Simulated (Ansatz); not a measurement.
# Tl (P6_3/mmc): a Bloch–Grüneisen fit of the computed resistivity

Aim: condense the phonon-limited resistivity of Tl (P6_3/mmc) into a transport Debye temperature and an amplitude, and test the fit on a temperature held back.

The resistivities were computed with Ansatz 0.2.0 (DFT PBE, scalar-relativistic, plane waves, PAW) from the linearised Boltzmann equation with harmonic phonons, on q 6×6×3, k 18×18×9, scattering 36×36×20; the fit below is done by hand on them.

**Measured values to reproduce.**

For Tl (bulk crystal), “CRC Handbook of Chemistry and Physics, 84th edition, Electrical Resistivity of Pure Metals” (2003, CRC Press, section 12, read from Wikipedia's data page) quotes earlier work: resistivity at 273 K 15 μΩ cm.

### 1. The data

Symmetry: P6_3/mmc, No. 194, hexagonal system. Conventional cell: a = 3.571 Å, b = 3.571 Å, c = 5.671 Å, α = 90.00°, β = 90.00°, γ = 120.00°. Tl on site c is surrounded by 12 Tl at 3.51 to 3.57 Å.

This is the relaxed cell of the run, from steps not shown here.

The mean resistivity of the three axes from 50 to 500 K, with one row held back; rows over the melting point are left out; the colder rows stay outside the fit and test it at the end:

| T (K) | ρ (μΩ cm) |
| --- | --- |
| 50 | 3.234 |
| 80 | 5.489 |
| 100 | 6.955 |
| 150 | ? |
| 200 | 14.16 |
| 273 | 19.39 |
| 300 | 21.33 |
| 400 | 28.52 |
| 500 | 35.76 |

No spin–orbit coupling, which matters for Tl. Rows over the melting point describe no crystal.

### 2. Model and fit

Bloch and Grüneisen's form is ρ(T) = A (T/Θ)⁵ J₅(Θ/T), with J₅(z) the integral of x⁵/((eˣ − 1)(1 − e⁻ˣ)) from 0 to z. It goes as T⁵ far below Θ and as A T/(4Θ) far above. For a trial Θ the best A is the geometric mean of ρ/[(T/Θ)⁵ J₅] over the rows, and the scatter of that ratio measures the fit:

| Θ (K) | A (μΩ cm) | scatter (%) |
| --- | --- | --- |
| 40 | 11.25 | 2.0 |
| 54 | 15.29 | 1.1 |
| 62 | 17.64 | 0.5 |
| 68 | 19.42 | 0.2 |
| 74 | 21.22 | 0.7 |
| 84 | 24.27 | 1.7 |
| 102 | 29.94 | 4.0 |

The scatter is least at Θ = 68 K, with A = 19.42 μΩ cm (0.2 % r.m.s.).

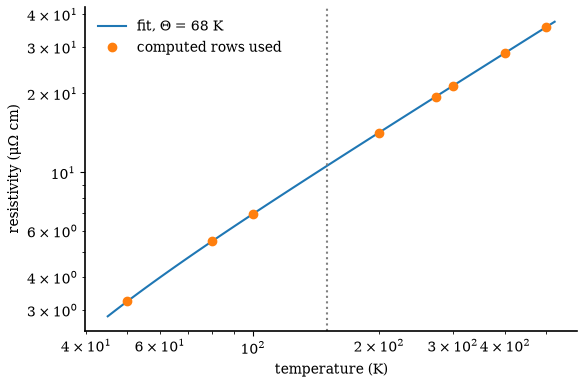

The fit through the rows used; the dotted line marks the temperature held back.

### 3. The row held back

At T = 150 K, Θ/T = 0.453, J₅ = 0.01044 and (T/Θ)⁵ = 52.23, so the fit gives 10.59 μΩ cm. The computed value is 10.57 μΩ cm: the fit is off by +0.16 %. Outside its range, at 20 K, it gives 0.800 against 0.830 μΩ cm computed, 0.96 times that; at that temperature the run's own test moves by 4 % between meshes in the component that moves most. Among the rows used, the largest miss is -0.3 %, at 500 K.

### 4. Reading Θ and A

Θ = 68 K is 1.54 times ħω_log/k_B (44 K) and 0.61 of the highest phonon frequency (112 K). The high-temperature slope of the fit, A/(4Θ), is 0.0714 μΩ cm/K. The same slope from the run's transport coupling and plasma energy, 2π k_B λ_tr/(ħ ε₀ ω_p²) with λ_tr = 0.896, 0.896, 0.904 (xx, yy, zz) and ħω_p = 6.72, 6.72, 8.06 (xx, yy, zz) eV, is 0.0719 μΩ cm/K in the mean of the axes, +0.6 % from it. For comparison, the computed rows rise by 0.0724 μΩ cm/K between the two hottest.

### 5. Results

```json
{
 "Θ": "68 K",
 "A": "19.42 μΩ cm",
 "scatter of the fit": "0.2 %",
 "held-back row at 150 K, fit against computed": "10.59 against 10.57 μΩ cm"
}
```

In words: Two numbers, Θ = 68 K and A = 19.4 μΩ cm, hold the computed ρ(T) from 50 to 500 K within 0.16 % r.m.s. and predict the held-back row within 0.16 %. By the run's own test the resistivity at 300 K moves by 4 % between its two finest scattering meshes, in the component that moves most. The mean hides an anisotropy: at 300 K the components are 23.7, 23.7, 16.7 (xx, yy, zz) μΩ cm. Spin–orbit coupling is left out. The relaxed volume lies +9.6 % from the database entry, whose temperature is not recorded here; volume shifts the phonons and ρ. The fit describes the calculation: impurities, thermal expansion, changes of phase and anharmonicity are in neither.

Calculation against experiment:

| quantity | measured | q 6×6×3, fine 36×36×20 |
| --- | --- | --- |
| resistivity at 273 K (computed: phonon part alone; the measured value holds the sample's residual resistivity) (μΩ cm) | 15 | 19.39 (+29.3 %) |

Measured values from CRC Press, section 12, read from Wikipedia's data page (2003).

Verdict: The resistivity at 273 K is off by +29.3 %: a clear miss.

[Logs are printed without paths, hosts, clocks, repeated set-up lines and the standing remarks that a program may print on its own settings, such as how far it seeks lower states.]

[Hosts, paths, dates, database ids (printed as entryN), source tags and the programs' standing remarks are cut or masked in the printed files.]
